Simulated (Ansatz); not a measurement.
## Electronic structure of AlH$_{6}$N$_{3}$···PH$_{3}$ in real space

The calculation's input:

```
crystal:
  periodic: [false, false, false]
  atoms:
    - { symbol: Al, position_ang: [0.0, 0.0, 0.0] }
    - { symbol: "N", position_ang: [0.0, 0.0, 2.27] }
    - { symbol: H, position_ang: [-0.877, -0.2713, 2.8] }
    - { symbol: H, position_ang: [0.877, 0.2713, 2.8] }
    - { symbol: "N", position_ang: [1.6627, 0.0, -0.96] }
    - { symbol: H, position_ang: [2.1293, -0.9179, -1.2118] }
    - { symbol: H, position_ang: [2.1141, 0.9179, -1.2382] }
    - { symbol: "N", position_ang: [-1.6627, 0.0, -0.96] }
    - { symbol: H, position_ang: [-2.3316, -0.8164, -0.8614] }
    - { symbol: H, position_ang: [-1.9118, 0.8164, -1.5886] }
    - { symbol: P, position_ang: [-0.7507, 2.3305, 0.8135] }
    - { symbol: H, position_ang: [-2.0583, 2.6024, 0.3313] }
    - { symbol: H, position_ang: [-0.7552, 2.3582, 2.2333] }
    - { symbol: H, position_ang: [-0.3948, 1.2257, 2.0273] }
basis:
  gaussian: { orbitals: def2-SVP }
hamiltonian:
  xc: { name: BHLYP }
  dispersion: d4
relax:
  f_tol: 0.15
  max_steps: 25
  restrain:
    - { distance: [0, 10], at: 3.48, k: 30.0 }
    - { distance: [13, 1], at: 2.26, k: 30.0 }
    - { distance: [0, 1], at: 1.92, k: 30.0 }
    - { distance: [13, 10], at: 1.42, k: 30.0 }
output:
  orbitals: {}
```

Run with:

```sh
ansatz run input.yaml --threads 4 --pin off --max-ram 5120MiB --backend cpu --events-out ev --progress --plain --runs-dir out
```

The fields are those of the run's last geometry, not of the input's.

Not at a stationary point (largest force 1.7 eV/Å).

Method: RKS BHLYP-D4/def2-SVP in Ansatz 0.2.0.

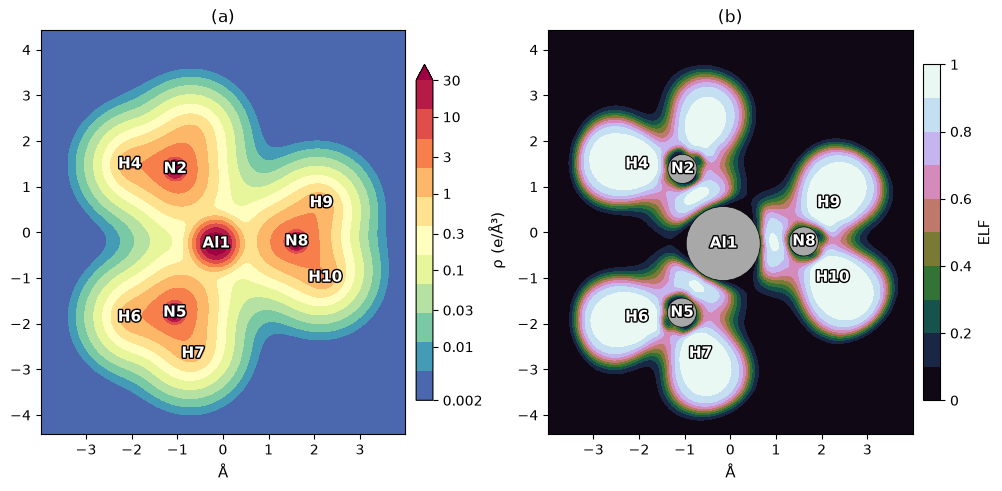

Figure 1. (a) total electron density; (b) ELF on the plane of atoms N2, Al1 and N5. Grey discs cover the atomic cores in the ELF map.

Read the bonding off the picture.

- Atoms in the plane: Al, N and H.
- Al–N (1.76 Å): ρ at the midpoint is about 0.84 e/Å³; the ELF peaks at about 0.90 in the valence shell of N, 0.7 Å from its nucleus, and is about 0.55 at the midpoint.
- N–H (1.01 Å): the density is about 2.8 e/Å³ at the midpoint; the ELF climbs to about 1 towards the hydrogen, as it does in any bond to H (a covalent bond by its length).
- Al–N (1.86 Å): the density is about 0.72 e/Å³ at the midpoint; the ELF peaks at about 0.95 in the valence shell of N, 0.7 Å from its nucleus, and is about 0.60 at the midpoint.

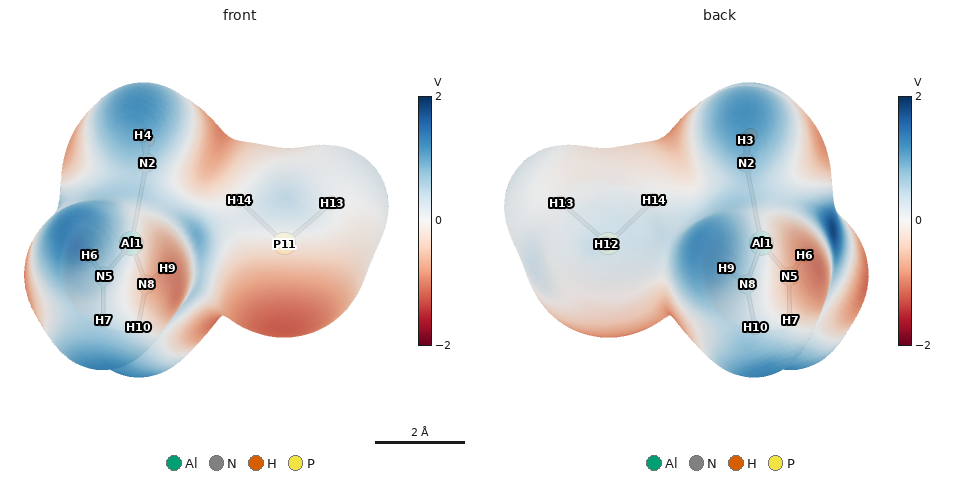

Figure 2. The electrostatic potential painted on the density surface at 0.002 e/bohr³, seen from the front and from behind; red is negative and blue positive.

Which sites attract a positive test charge, and which a negative one?

A positive charge is drawn to the negative regions and a negative charge to the positive ones. The most negative region (about −1.2 V, or −28 kcal/mol for a unit charge) lies over P11, the most positive (about +1.6 V, or +37 kcal/mol for a unit charge) over Al1.

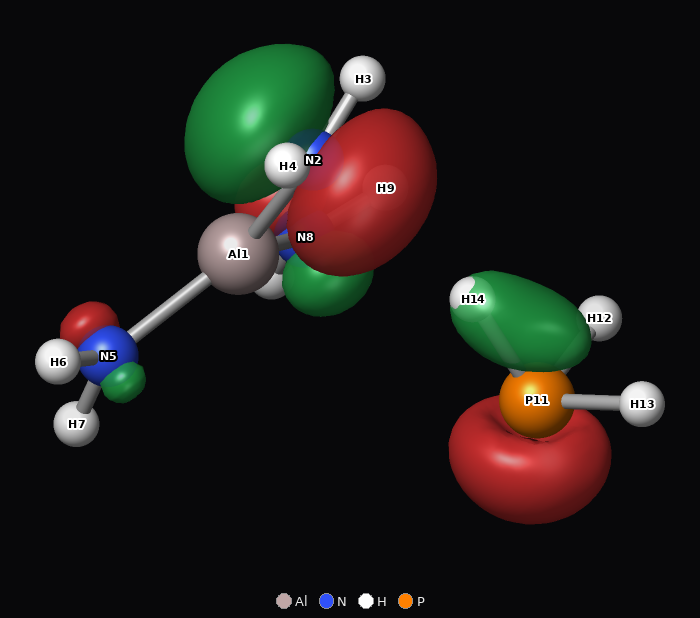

Figure 3. The HOMO at ±0.15 Å⁻³ᐟ² (green and red are the two phases), seen from one side.

What is the character of this orbital?

It lies mainly on N2 (about 50 %), P11 (about 20 %) and N8 (about 10 %); largely a combination of lone pairs on N2, P11 and N8. Its energy is −7.62 eV.
